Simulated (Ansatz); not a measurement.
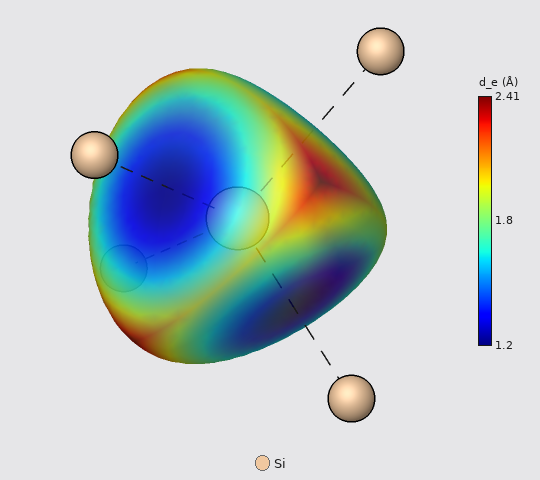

Hirshfeld surface computed for one Si atom in Si (Fd-3m, No. 227), coloured by d_e. Dashed lines lead to the closest neighbours outside.

The surface is where the fragment's share of the procrystal density (the sum of the densities of spherically averaged neutral Hartree-Fock atoms) equals one half. d_i and d_e are the distances from the surface to the nearest nucleus inside and outside.

Origin of the cell: the end point of a relaxation with DFT r2SCAN, scalar-relativistic, plane waves, PAW in Ansatz.

```yaml
crystal:
  lattice:
    - [5.44421, 0.00000, 0.00000]
    - [0.00000, 5.44421, 0.00000]
    - [0.00000, 0.00000, 5.44421]
  atoms:
    - { symbol: Si, position: [0.75000, 0.25000, 0.75000] }
    - { symbol: Si, position: [0.00000, 0.00000, 0.00000] }
    - { symbol: Si, position: [0.75000, 0.75000, 0.25000] }
    - { symbol: Si, position: [0.00000, 0.50000, 0.50000] }
    - { symbol: Si, position: [0.25000, 0.25000, 0.25000] }
    - { symbol: Si, position: [0.50000, 0.00000, 0.50000] }
    - { symbol: Si, position: [0.25000, 0.75000, 0.75000] }
    - { symbol: Si, position: [0.50000, 0.50000, 0.00000] }
```

Q: What is the shortest distance from the fragment to an atom outside it?

A: Si–Si, 2.36 Å.

Q: How is the surface shared among contacts (nearest atom inside ··· nearest atom outside)?

A: Si···Si 100 %. The surface faces 4 neighbours with more than 2 % of its area each: 4 Si.

Q: Give the size and shape of the surface.

A: It encloses about 13.2 Å³, has an area of about 29 Å² and a globularity of 0.94 (1 for a sphere).
